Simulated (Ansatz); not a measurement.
# CCSD(T)/def2-TZVPP run of SiH2O (SMILES O=[SiH2])

What is the vertical ionisation energy of SiH2O at CCSD(T)/def2-TZVPP? 

The calculation is run with Ansatz 0.2.0.

50 further runs of the same task are left out: 50 set aside as unsound or not needed.

## Step 1: The molecule

The species is SiH2O (4 atoms), meant as a singlet with charge 0. SMILES: `O=[SiH2]`. The coordinates come from a PBE0-D4/def2-TZVP relaxation.

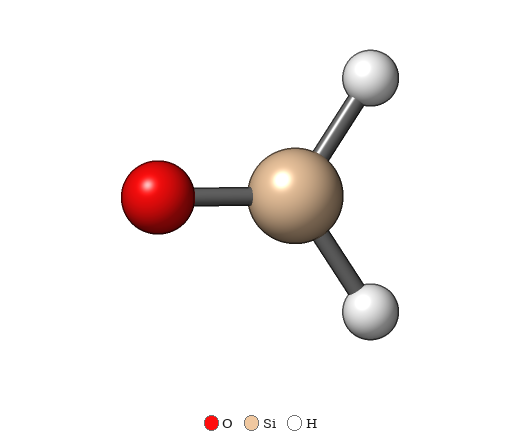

Viewed from a chosen angle; oxygen red, silicon light orange, hydrogen white.

## Step 2: A single-point energy at CCSD(T)/def2-TZVPP

input.yaml reads:

```yaml
crystal:
  periodic: [false, false, false]
  atoms:
    - {symbol: O, position_ang: [-0.283200, 0.413500, 1.469500]}
    - {symbol: Si, position_ang: [-0.006700, 0.009800, 0.034900]}
    - {symbol: H, position_ang: [0.439900, -1.346000, -0.376200]}
    - {symbol: H, position_ang: [-0.150000, 0.922700, -1.128300]}
basis:
  gaussian:
    orbitals: def2-TZVPP
correlation:
  method: ccsd_t
  frozen_orbitals: {H: 0, O: 1, Si: 5}
accuracy: high
scf:
  omitted_lower_state_checks: [cluster_reference, increment]
```

Command:

```bash
$ ansatz run input.yaml --threads 1 --pin off --max-ram 3480MiB --events-out events.jsonl --progress --plain --runs-dir runs
```

What it wrote, shortened:

```text
Warning: RAYON_NUM_THREADS=1 ignored (pool sized by the plan → 1); use --threads N
Functional definition: HF
  name "HF"
[...]
1618 factors; integrals over basis functions are off by at most 3.1e-9 eV
[...]
mean field -9931.77125577 eV, -364.9858616531 hartree, gradient 2.6e-8 eV, S^2 0.000000; 0 other end points of the search recorded, 0 dependent functions left out
6 core orbitals not correlated: weight in the atoms' cores, before any rotation towards them, 1.000 or more for the frozen orbitals, at most 0.000 for the correlated occupied ones
reference -9931.77125577 eV, -364.9858616531 hartree; 6, 6 occupied and 89, 89 virtual orbitals, 1618 factors
second order -9.81364411 eV of doubles, -0.00000000 eV of singles
cycle   1  -9.65858168 eV  change    1.6e-1 eV  update   1.1e-1
[...]
cycle  22  -10.10119949 eV  change   2.6e-10 eV  update  3.7e-10
perturbative correction -0.42620740 eV, -0.0156628331 hartree
Total energy: -9942.29866266 eV, -365.3727367206 hartree
Checks for a lower state left out: cluster_reference, increment
```

It took 14 s on 1 thread of Arm Neoverse V2, shared host; peak memory 0.68 GiB.

## Step 3: The doublet cation, same level

run.yaml reads:

```yaml
crystal:
  periodic: [false, false, false]
  atoms:
    - symbol: O
      position_ang: [-0.283200, 0.413500, 1.469500]
    - symbol: Si
      position_ang: [-0.006700, 0.009800, 0.034900]
    - symbol: H
      position_ang: [0.439900, -1.346000, -0.376200]
    - symbol: H
      position_ang: [-0.150000, 0.922700, -1.128300]
basis:
  gaussian:
    orbitals: def2-TZVPP
total_charge: 1
magnetization:
  spin_polarized: true
  initial_magnetization: 1
correlation:
  method: ccsd_t
  frozen_orbitals: {H: 0, O: 1, Si: 5}
accuracy: high
scf:
  omitted_lower_state_checks: [cluster_reference, increment]
```

Command:

```bash
$ ansatz run run.yaml --threads 1 --pin off --max-ram 3480MiB --events-out events.jsonl --progress --plain --runs-dir runs
```

What it wrote, shortened:

```text
Warning: RAYON_NUM_THREADS=1 ignored (pool sized by the plan → 1); use --threads N
[... 2 set-up lines as earlier in the session ...]
[...]
1618 factors; integrals over basis functions are off by at most 3.1e-9 eV
[...]
mean field -9922.81556249 eV, -364.6567459956 hartree, gradient 5.4e-8 eV, S^2 0.760369; 6 other end points of the search recorded, 0 dependent functions left out
6 core orbitals not correlated: weight in the atoms' cores, before any rotation towards them, 1.000 or more for the frozen orbitals, at most 0.000 for the correlated occupied ones
reference -9922.81556249 eV, -364.6567459956 hartree; 6, 5 occupied and 89, 90 virtual orbitals, 1618 factors
second order -7.54359862 eV of doubles, -0.00000000 eV of singles
cycle   1  -8.02816507 eV  change   -4.8e-1 eV  update   7.3e-2
[...]
cycle  30  -8.38012692 eV  change  -3.8e-10 eV  update  6.4e-10
perturbative correction -0.26311644 eV, -0.0096693508 hartree
Total energy: -9931.45880585 eV, -364.9743793303 hartree
Checks for a lower state left out: cluster_reference, increment
```

Run time: 47 s. Hardware: 1 thread of Arm Neoverse V2, shared host; peak memory 1.3 GiB.

## Step 4: What came out

At CCSD(T)/def2-TZVPP, 6 core orbitals frozen:

| quantity | value |
| --- | --- |
| singlet SiH2O: total energy | -365.37274 Eh |
| singlet SiH2O: correlation energy (6 core orbitals frozen) | -386.9 mEh |
| singlet SiH2O: (T) correction | -15.66 mEh |
| singlet SiH2O: T1 diagnostic | 0.022 |
| doublet cation: total energy | -364.97438 Eh |
| doublet cation: correlation energy (6 core orbitals frozen) | -317.6 mEh |
| doublet cation: (T) correction | -9.67 mEh |
| doublet cation: ⟨S²⟩ of the reference determinant | 0.760 |
| doublet cation: T1 diagnostic | 0.030 |
| vertical ionisation energy (to the doublet cation) | 10.840 eV |

The vertical ionisation energy comes to 10.84 eV (250 kcal/mol). The T1 diagnostic (singlet SiH2O) of 0.022 is above the customary mark for such species, so a single reference may not serve. The triples (singlet SiH2O) make up 4.0 % of the correlation energy. The triples (doublet cation) make up 3.0 % of the correlation energy.
